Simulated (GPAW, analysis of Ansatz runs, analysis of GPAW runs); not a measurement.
# Reproducing a measured charge-transition level: Cd vacancy in CdTe (GPAW), part 3 of 4

Aim: the charge-transition level of the Cd vacancy in CdTe, to be set beside the measurement. Set-up: PBE, LCAO dzp, h 0.18, 32-site cell, PBE lattice, k: the single point 1/4 1/4 1/4 then 2x2x2 shifted, dielectric constants 7.1 and 10.2 (handbook). The model is a cell of 32 host atoms with 1 Cd taken out. The level is the Fermi energy at which two charge states have equal formation energy, after a correction for the images of the charge. An atomic-orbital basis is far cheaper than plane waves.

GPAW 26.7.0; PBE, LCAO dzp, h 0.18, 32-site cell, PBE lattice, k: the single point 1/4 1/4 1/4 then 2x2x2 shifted, dielectric constants 7.1 and 10.2 (handbook).

So far: Set-up; Relaxation, charge −1; Single point, charge −1.

## Step 4: Relaxation, charge −2

Level of this step: GPAW LCAO dzp PAW DFT, PBE; relaxation of all atoms of a defect supercell (GPAW).

The input, run.py:

```python
import numpy as np
from ase.io import read, write
from ase.parallel import parprint, world
from gpaw import GPAW
from ase.optimize import BFGS

atoms = read('POSCAR')
calc = GPAW(mode='lcao',
            h=0.18,
            basis='dzp',
            xc='PBE',
            kpts=[[0.25, 0.25, 0.25]],
            charge=-2,
            occupations={'name': 'fermi-dirac', 'width': 0.01},
            nbands=147,
            convergence={'density': 1e-05, 'forces': 0.001},
            maxiter=150,
            symmetry='off',
            txt='gpaw.txt')
atoms.calc = calc
opt = BFGS(atoms, trajectory='relax.traj', logfile='-')
done = opt.run(fmax=0.02, steps=80)
parprint('Converged:', done)
energy = atoms.get_potential_energy()
forces = atoms.get_forces()
parprint(f'Energy: {energy:.6f} eV, largest force {np.linalg.norm(forces, axis=1).max():.4f} eV/A')
calc.write('gs.gpw')
write('final.xyz', atoms)
for s in range(calc.get_number_of_spins()):
    parprint('Levels (eV), spin', s, calc.get_eigenvalues(kpt=0, spin=s)[-16:].round(3))
```

The input, POSCAR:

```
Cd Te
 1.0000000000000000
    -6.5990413770391516    6.5990413770391507   -6.5990413770391507
     6.5990413770391507    6.5990413770391507    6.5990413770391507
     6.5990413770391507   -6.5990413770391516   -6.5990413770391516
 Cd  Te 
  15  16
Direct
 -0.0084239671632809  0.0006163651934142 -0.0055203411807997
  0.0024077060857631  0.2501027022902685  0.7423749748730499
  0.0025354633235802  0.5024054290213691  0.4932143616885801
  0.0079171239943666  0.7513298050204029  0.2477329865473636
[... 1 atom line left out ...]
  0.2401408200154226  0.2484200233324288  0.4975171727332056
[... 1 atom line left out ...]
  0.4959079415695953 -0.0085929886096433  0.4905484732683081
  0.5042766136215164  0.2577252093018045  0.2479502544739940
  0.4931133342243792  0.5008462568877721  0.0033317640150269
[... 2 atom lines left out ...]
  0.7523475145275642  0.2599427192418555  0.0062228479858850
[... 1 atom line left out ...]
  0.7491969809351148  0.7465126081811921  0.5067948584618640
[... 2 atom lines left out ...]
  0.0069299283149937  0.5070053400097813  0.2604232841194580
[... 2 atom lines left out ...]
  0.2597586472742050  0.2582728698821327  0.2543309262344051
  0.2546237668798625  0.4940344713948145  0.0007315250016151
[... 4 atom lines left out ...]
  0.4963203187931546  0.7491327170689870  0.4903187124026010
[... 3 atom lines left out ...]
  0.7498500124759021  0.7442019249622150  0.2549032171249951
```

Launch:

```console
$ OMP_NUM_THREADS=1 mpirun -n 4 gpaw python run.py > stdout
```

The log of the run:

```text
__  _  _
 | _ |_)|_||  |
 |__||  | ||/\| - 26.7.0

Input parameters:
  mode=LCAO(),
  basis={'default': 'dzp'},
  charge=-2,
  convergence={'density': 1e-05, 'forces': 0.001},
  h=0.18,
  kpts=KPoints(kpts=array([[0.25, 0.25, 0.25]])),
  maxiter=150,
  nbands=147,
  occupations=Occupations(name='fermi-dirac', width=0.01),
  symmetry=Symmetry(point_group=False, time_reversal=False),
  xc=XC(name='PBE')

                                     Te

                                  Cd

                                        Cd
                             Te
                          Cd
                               Te  Te
                                     Te
                     TCd              Cd
                  Cd              Cd
                        Cd Te              Te
                                        Cd
             Te              TCd Te
                   Te
                                   TCd
                Cd       Te     Cd

                      Cd       Te
                           Te
                            Cd

Atoms  # Å, Bohr magnetons
|    | symbol |         x |         y |         z |    initial magnetic moments |
|----|--------|-----------|-----------|-----------|-----------------------------|
|  0 |     Cd |  0.023229 | -0.015094 |  0.096086 | ( 0.0000,  0.0000,  0.0000) |
|  1 |     Cd |  6.533513 | -3.232637 | -3.264414 | ( 0.0000,  0.0000,  0.0000) |
|  2 |     Cd |  6.553405 |  0.077384 |  0.043921 | ( 0.0000,  0.0000,  0.0000) |
|  3 |     Cd |  6.540611 |  3.375502 |  3.271011 | ( 0.0000,  0.0000,  0.0000) |
|  4 |     Cd |  3.380731 | -3.357865 | -6.598187 | ( 0.0000,  0.0000,  0.0000) |
|  5 |     Cd |  3.337771 | -0.059103 | -3.228502 | ( 0.0000,  0.0000,  0.0000) |
|  6 |     Cd |  3.392416 |  6.631126 |  3.281051 | ( 0.0000,  0.0000,  0.0000) |
|  7 |     Cd | -0.092073 | -0.021338 | -6.566372 | ( 0.0000,  0.0000,  0.0000) |
|  8 |     Cd |  0.009231 |  3.392248 | -3.263237 | ( 0.0000,  0.0000,  0.0000) |
|  9 |     Cd |  0.073016 |  6.537194 |  0.029043 | ( 0.0000,  0.0000,  0.0000) |
| 10 |     Cd |  6.687810 |  3.338155 | -3.274471 | ( 0.0000,  0.0000,  0.0000) |
| 11 |     Cd | -3.206115 |  3.266458 | -6.585540 | ( 0.0000,  0.0000,  0.0000) |
| 12 |     Cd | -3.208335 |  6.639080 | -3.290464 | ( 0.0000,  0.0000,  0.0000) |
| 13 |     Cd |  3.285964 |  3.200460 | -6.597267 | ( 0.0000,  0.0000,  0.0000) |
| 14 |     Cd |  3.326646 |  6.525889 | -3.362075 | ( 0.0000,  0.0000,  0.0000) |
| 15 |     Te |  4.925405 | -4.865997 | -4.899345 | ( 0.0000,  0.0000,  0.0000) |
| 16 |     Te |  4.916181 | -1.609703 | -1.735199 | ( 0.0000,  0.0000,  0.0000) |
| 17 |     Te |  5.018562 |  1.672936 |  1.581474 | ( 0.0000,  0.0000,  0.0000) |
| 18 |     Te |  4.997089 |  5.036668 |  4.958107 | ( 0.0000,  0.0000,  0.0000) |
| 19 |     Te |  1.664601 | -1.556377 | -4.916733 | ( 0.0000,  0.0000,  0.0000) |
| 20 |     Te |  1.668536 |  1.740171 | -1.688145 | ( 0.0000,  0.0000,  0.0000) |
| 21 |     Te |  1.584709 |  4.935599 |  1.575054 | ( 0.0000,  0.0000,  0.0000) |
| 22 |     Te |  8.165845 |  1.595909 | -1.664536 | ( 0.0000,  0.0000,  0.0000) |
| 23 |     Te | -1.662451 |  1.704575 | -4.866611 | ( 0.0000,  0.0000,  0.0000) |
| 24 |     Te | -1.595445 |  4.919393 | -1.728224 | ( 0.0000,  0.0000,  0.0000) |
| 25 |     Te |  5.041388 |  1.626080 | -4.980192 | ( 0.0000,  0.0000,  0.0000) |
| 26 |     Te |  4.903953 |  4.983163 | -1.567314 | ( 0.0000,  0.0000,  0.0000) |
| 27 |     Te | -4.991582 |  5.035540 | -4.921532 | ( 0.0000,  0.0000,  0.0000) |
| 28 |     Te |  1.566481 |  1.660961 | -8.194589 | ( 0.0000,  0.0000,  0.0000) |
| 29 |     Te |  1.610304 |  4.962739 | -4.858385 | ( 0.0000,  0.0000,  0.0000) |
| 30 |     Te |  1.644845 |  8.177194 | -1.719389 | ( 0.0000,  0.0000,  0.0000) |

Unit cell  # Å
| periodic |         x |         y |         z |   lengths |     angles |
|----------|-----------|-----------|-----------|-----------|------------|
|      yes | -6.599041 |  6.599041 | -6.599041 | 11.429875 | 109.471221 |
|      yes |  6.599041 |  6.599041 |  6.599041 | 11.429875 | 109.471221 |
|      yes |  6.599041 | -6.599041 | -6.599041 | 11.429875 | 109.471221 |

Number of symmetries: 1
Symmetry operations  # r_c * U_cc + t_c -> r_c
|   | kind |            matrix            |
|---|------|------------------------------|
| 0 |  E   |  1, 0, 0,  0, 1, 0,  0, 0, 1 |

BZ-sampling:
  Number of BZ points: 1
  Number of IBZ points: 1

K-points  # in reciprocal-cell coordinates
|   |                                coordinates |     weight |
|---|--------------------------------------------|------------|
| 0 | (  0.25000000,   0.25000000,   0.25000000) | 1.00000000 |

basis functions: 523
Spin-components: 1 (collinear spins)
Bands:           147
Projectors:      170
Spin-degeneracy: 2
Datatype:        <class 'complex'>

Density:
  Valence electrons: 276.0
  Components: 1
  Grid points: [52 52 52]
  Charge: -2.0  # |e|

Potential:
  Grid points: [52 52 52]

species:
  Cd:
    name:    Cadmium
    Z:       48.0
    valence: 12
    core:    36
    charge:  0.0  # [|e|]
    compensation charges:
      type: gauss
      rc: 0.38  # [Å]
      lmax: 2
    cutoffs:
      filter: 2.12  # [Å]
      core: 2.62  # [Å]
    projectors
    | kind |    occ | energy [eV] | rcut [Å] |
    |------|--------|-------------|----------|
    |   5s |  2.000 |      -5.655 |    1.191 |
    |   5p |  0.000 |      -1.186 |    1.228 |
    |   4d | 10.000 |     -11.739 |    1.164 |
    |    s |        |      21.556 |    1.191 |
    |    p |        |      26.026 |    1.228 |
    |    d |        |      15.473 |    1.164 |

    LCAO basis set for Cd:
      Name: dzp
      File: <dir>
      Number of radial functions: 7
      Number of spherical harmonics: 21
        l=0, rc=8.5781 Bohr: 5s-sz confined orbital
        l=1, rc=12.6406 Bohr: 5p-sz confined orbital
        l=2, rc=4.9062 Bohr: 4d-sz confined orbital
        l=0, rc=5.0625 Bohr: 5s-dz split-valence wave
        l=1, rc=7.7188 Bohr: 5p-dz split-valence wave
        l=2, rc=2.9844 Bohr: 4d-dz split-valence wave
        l=1, rc=8.5781 Bohr: p-type Gaussian polarization
      Number of RI-basis functions 0

  Te:
    name:    Tellurium
    Z:       52.0
    valence: 6
    core:    46
    charge:  0.0  # [|e|]
    compensation charges:
      type: gauss
      rc: 0.36  # [Å]
      lmax: 2
    cutoffs:
      filter: 2.09  # [Å]
      core: 3.17  # [Å]
    projectors
    | kind |    occ | energy [eV] | rcut [Å] |
    |------|--------|-------------|----------|
    |   5s |  2.000 |     -15.089 |    1.180 |
[...]
Te Te
                            Cd

Atoms  # Å, Bohr magnetons
|    | symbol |         x |         y |         z |    initial magnetic moments |
|----|--------|-----------|-----------|-----------|-----------------------------|
[...]
Unit cell  # Å
| periodic |         x |         y |         z |   lengths |     angles |
|----------|-----------|-----------|-----------|-----------|------------|
|      yes | -6.599041 |  6.599041 | -6.599041 | 11.429875 | 109.471221 |
|      yes |  6.599041 |  6.599041 |  6.599041 | 11.429875 | 109.471221 |
|      yes |  6.599041 | -6.599041 | -6.599041 | 11.429875 | 109.471221 |

Initialization done in: 1.152 s

convergence criteria:
- Maximum integral of absolute [dens]ity change: 1e-05 electrons / valence electron
- Maximum change in the atomic [forces] across last 2 cycles: 0.001 eV/Ang OR
Maximum error relative to the maximum force is below inf
- Maximum [total energy] change in last 3 cyles: 0.0005 eV / valence electron
- Maximum integral of absolute [eigenst]ate change: 4e-08 eV^2 / valence electron
maximum number of iterations: 150

SCF iterations
|iter     | |      energy | eigst |  dens |force |
|---------|-|-------------|-------|-------|------|
|iter:   1| |  -59.248670c|      c|       |      |
|iter:   2| |  -59.248665c|      c| -4.08 |      |
|iter:   3| |  -59.248652c|      c| -4.13 |      |
|iter:   4| |  -59.248651c|      c| -4.46 |      |
|iter:   5| |  -59.248650c|      c| -4.83 |      |
|iter:   6| |  -59.248650c|      c| -5.26c|-1.95 |
|iter:   7| |  -59.248650c|      c| -5.76c|-3.52c|

Converged in 7 steps
SCF loop duration: 18.890 s (2.699 s/step)
Energy contributions relative to reference atoms: (reference = -5239247.709988)

Energy contributions:
  Kinetic:         343.829541
  Coulomb:        -287.029282
  Zero:              1.850347
  External:          0.000000
  Xc:             -117.899256
  Entropy:          -0.000000
  Spinorbit:         0.000000
  ----------------------------
  Free energy:     -59.248650
  Extrapolated:    -59.248650

dipole moment: (-46.346524, -45.437942, 165.383293)  # |e|*Ang

Fermi level: 4.050
Eigenvalues  # (at kpt = [0.250, 0.250, 0.250])
| band index |      eig [eV] | occ [0-2] |
|------------|---------------|-----------|
[...]
|        ... |               |           |
[...]
Gap: 2.070 eV
Transition (v -> c):
  (s=0, k=0, n=138, [0.25, 0.25, 0.25]) -> (s=0, k=0, n=139, [0.25, 0.25, 0.25])
No difference between direct/indirect transitions

Forces  # eV/Ang
|        x |        y |        z |
|----------|----------|----------|
[...]
Te
                                  Cd

                                        Cd
                              Te
                           Cd
                                Te Te

                      Te             Te
                   Cd  Cd          Cd Cd
                            Te              Te
                         Cd              Cd
              Te              Te  Te
                              Cd
                   Te               Te
                Cd               Cd  Cd
                         Te
                      Cd
                            Te Te
                            Cd

Atoms  # Å, Bohr magnetons
|    | symbol |         x |         y |         z |    initial magnetic moments |
|----|--------|-----------|-----------|-----------|-----------------------------|
[...]
|  7 |     Cd | -0.052328 | -0.044910 | -6.719728 | ( 0.0000,  0.0000,  0.0000) |
|  8 |     Cd |  0.062912 |  3.189909 | -3.241703 | ( 0.0000,  0.0000,  0.0000) |
|  9 |     Cd |  0.080376 |  6.549781 |  0.136119 | ( 0.0000,  0.0000,  0.0000) |
| 10 |     Cd |  6.556052 |  3.442335 | -3.232027 | ( 0.0000,  0.0000,  0.0000) |
| 11 |     Cd | -3.288485 |  3.312173 | -6.590412 | ( 0.0000,  0.0000,  0.0000) |
| 12 |     Cd | -3.165261 |  6.676807 | -3.350069 | ( 0.0000,  0.0000,  0.0000) |
| 13 |     Cd |  3.317305 |  3.306915 | -6.583493 | ( 0.0000,  0.0000,  0.0000) |
| 14 |     Cd |  3.433410 |  6.558178 | -3.242742 | ( 0.0000,  0.0000,  0.0000) |
[...]
| 23 |     Te | -1.648013 |  1.630506 | -4.944541 | ( 0.0000,  0.0000,  0.0000) |
| 24 |     Te | -1.605515 |  4.966269 | -1.641709 | ( 0.0000,  0.0000,  0.0000) |
| 25 |     Te |  4.965912 |  1.662141 | -4.906614 | ( 0.0000,  0.0000,  0.0000) |
| 26 |     Te |  4.804359 |  4.817331 | -1.496291 | ( 0.0000,  0.0000,  0.0000) |
| 27 |     Te | -4.932860 |  4.998231 | -4.946156 | ( 0.0000,  0.0000,  0.0000) |
| 28 |     Te |  1.662902 |  1.666352 | -8.264751 | ( 0.0000,  0.0000,  0.0000) |
| 29 |     Te |  1.663191 |  4.959778 | -4.913580 | ( 0.0000,  0.0000,  0.0000) |
| 30 |     Te |  1.664165 |  8.229474 | -1.641041 | ( 0.0000,  0.0000,  0.0000) |

Unit cell  # Å
| periodic |         x |         y |         z |   lengths |     angles |
|----------|-----------|-----------|-----------|-----------|------------|
|      yes | -6.599041 |  6.599041 | -6.599041 | 11.429875 | 109.471221 |
|      yes |  6.599041 |  6.599041 |  6.599041 | 11.429875 | 109.471221 |
|      yes |  6.599041 | -6.599041 | -6.599041 | 11.429875 | 109.471221 |

Initialization done in: 1.155 s

convergence criteria:
- Maximum integral of absolute [dens]ity change: 1e-05 electrons / valence electron
- Maximum change in the atomic [forces] across last 2 cycles: 0.001 eV/Ang OR
Maximum error relative to the maximum force is below inf
- Maximum [total energy] change in last 3 cyles: 0.0005 eV / valence electron
- Maximum integral of absolute [eigenst]ate change: 4e-08 eV^2 / valence electron
maximum number of iterations: 150

SCF iterations
|iter     | |      energy | eigst |  dens |force |
|---------|-|-------------|-------|-------|------|
|iter:   1| |  -59.248914c|      c|       |      |
|iter:   2| |  -59.248904c|      c| -3.96 |      |
|iter:   3| |  -59.248882c|      c| -4.02 |      |
|iter:   4| |  -59.248879c|      c| -4.35 |      |
|iter:   5| |  -59.248879c|      c| -4.69 |      |
|iter:   6| |  -59.248879c|      c| -5.09c|-2.00 |
|iter:   7| |  -59.248879c|      c| -5.53c|-3.47c|

Converged in 7 steps
SCF loop duration: 18.790 s (2.684 s/step)
Energy contributions relative to reference atoms: (reference = -5239247.709988)

Energy contributions:
  Kinetic:         343.904144
  Coulomb:        -287.092086
  Zero:              1.849944
  External:          0.000000
  Xc:             -117.910881
  Entropy:          -0.000000
  Spinorbit:         0.000000
  ----------------------------
  Free energy:     -59.248879
  Extrapolated:    -59.248879

dipole moment: (-46.269029, -45.320770, 165.406423)  # |e|*Ang

Fermi level: 4.050
Eigenvalues  # (at kpt = [0.250, 0.250, 0.250])
| band index |      eig [eV] | occ [0-2] |
|------------|---------------|-----------|
[...]
|        ... |               |           |
[...]
|        139 |         4.962 |     0.000 |
|        140 |         4.965 |     0.000 |
|        141 |         4.966 |     0.000 |
|        142 |         5.222 |     0.000 |
|        143 |         5.846 |     0.000 |
|        144 |         5.850 |     0.000 |
|        145 |         5.993 |     0.000 |
|        146 |         5.995 |     0.000 |

Gap: 2.071 eV
Transition (v -> c):
  (s=0, k=0, n=138, [0.25, 0.25, 0.25]) -> (s=0, k=0, n=139, [0.25, 0.25, 0.25])
No difference between direct/indirect transitions

Forces  # eV/Ang
|        x |        y |        z |
|----------|----------|----------|
[...]
|  0.00477 |  0.00285 | -0.00006 |  # Te  23
|  0.00295 |  0.00890 |  0.00524 |  # Te  24
| -0.00087 | -0.00227 |  0.00696 |  # Te  25
|  0.00402 | -0.00925 | -0.00481 |  # Te  26
|  0.00561 | -0.00201 |  0.00205 |  # Te  27
|  0.00286 |  0.00196 | -0.00127 |  # Te  28
|  0.00385 |  0.00378 | -0.00302 |  # Te  29
|  0.00332 |  0.01340 |  0.00740 |  # Te  30

# Writing to gs.gpw (mode='')
```

It took 12 min on 4 MPI ranks of Arm Neoverse V2, shared host; peak memory 2.7 GiB.

The steps of the relaxation (22 of 31):

```
step  energy less that of the first step (eV)
   0                                   0.0000
   1                                  -0.2596
   3                                  -1.1043
   4                                  -1.1453
   6                                  -1.2347
   7                                  -1.2597
   9                                  -1.3017
  10                                  -1.3373
  11                                  -1.3510
  13                                  -1.3583
  14                                  -1.3606
  16                                  -1.3653
  17                                  -1.3660
  19                                  -1.3671
  20                                  -1.3678
  21                                  -1.3682
  23                                  -1.3686
  24                                  -1.3689
  26                                  -1.3697
  27                                  -1.3700
  29                                  -1.3703
  30                                  -1.3705
```

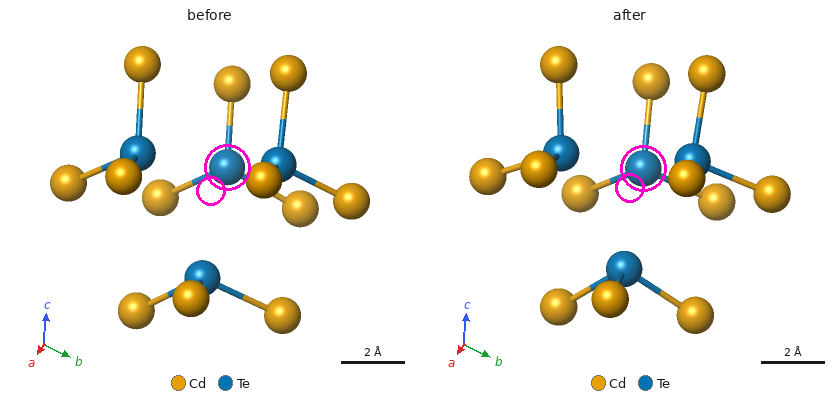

Before and after: the atoms that start within 5 Å of the centre. Te18, which moves most, is ringed if it is among them. A ring with no atom in it marks the empty centre.

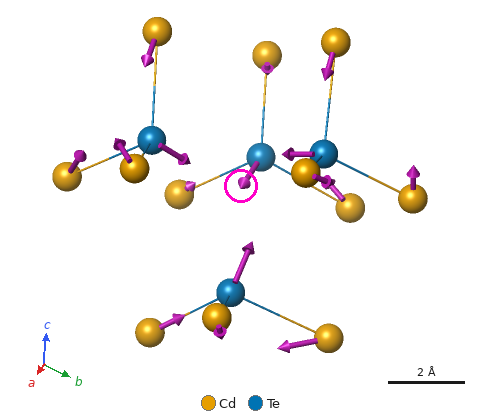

Displacements in the relaxation near the centre, exaggerated, the mean shift taken out; the longest in the cell stands for 0.27 Å. A ring marks the centre wherever it is empty.

The atoms that moved most (Å, the mean shift of all atoms taken out):

```csv
atom,dx,dy,dz,length
Te18,-0.216,0.146,-0.077,0.272
Te22,0.226,-0.134,-0.062,0.270
Te21,0.135,0.080,0.187,0.245
Cd1,0.043,0.089,-0.219,0.240
Cd7,-0.215,-0.077,-0.026,0.230
Cd9,0.050,-0.203,0.022,0.211
Te27,-0.104,-0.167,0.071,0.209
Cd6,-0.162,0.128,-0.006,0.206
```

Final coordinates:

```xyz
31
Lattice="-6.5990 6.5990 -6.5990 6.5990 6.5990 6.5990 6.5990 -6.5990 -6.5990" Properties=species:S:1:pos:R:3 pbc="T T T"
Cd    0.0706    0.0749   -0.1227
Cd    6.6658   -3.1589   -3.3388
Cd    6.5516    0.0785    0.1361
Cd    6.5513    3.1839    3.2498
Cd    3.3163   -3.2788   -6.5920
Cd    3.1802    0.0703   -3.2347
Cd    3.1811    6.5549    3.2544
Cd   -0.0523   -0.0449   -6.7197
Cd    0.0629    3.1899   -3.2417
Cd    0.0804    6.5498    0.1361
Cd    6.5561    3.4423   -3.2320
Cd   -3.2885    3.3122   -6.5904
Cd   -3.1653    6.6768   -3.3501
Cd    3.3173    3.3069   -6.5835
Cd    3.4334    6.5582   -3.2427
Te    4.9939   -4.9253   -4.9459
Te    4.9531   -1.6012   -1.6329
Te    4.8066    1.8200    1.5046
Te    4.9566    4.9573    4.9286
Te    1.6266   -1.6393   -4.9457
Te    1.8075    1.8215   -1.5009
Te    1.8149    4.8029    1.5131
Te    8.2282    1.6700   -1.6361
Te   -1.6480    1.6305   -4.9445
Te   -1.6055    4.9663   -1.6417
Te    4.9659    1.6621   -4.9066
Te    4.8044    4.8173   -1.4963
Te   -4.9329    4.9982   -4.9462
Te    1.6629    1.6664   -8.2648
Te    1.6632    4.9598   -4.9136
Te    1.6642    8.2295   -1.6410
```

Neighbours of the ideal centre at the end:

```csv
atom,distance (Å)
Te21,2.581
Te18,2.593
Te22,2.599
Te27,2.609
Cd1,4.565
Cd6,4.572
Cd10,4.577
Cd13,4.578
Cd3,4.579
Cd9,4.582
Cd11,4.590
Cd2,4.593
Cd4,4.599
Cd8,4.599
Cd15,4.599
Cd7,4.605
```

First to last step the energy falls by 1.371 eV; the largest move, 0.27 Å, is that of Te18 and 1 other atom alike. Judged within 0.08 Å, the space group went from P1 to I-43m.

[end of part 3 of 4]

[Logs are printed without paths, hosts, clocks, repeated set-up lines and the standing remarks that a program may print on its own settings, such as how far it seeks lower states.]

[Hosts, paths, dates, database ids (printed as entryN), source tags and the programs' standing remarks are cut or masked in the printed files.]

[For some hosts the program warned that the k-mesh of the response run may be too coarse for force constants and the static dielectric constant; such warnings are not shown here.]
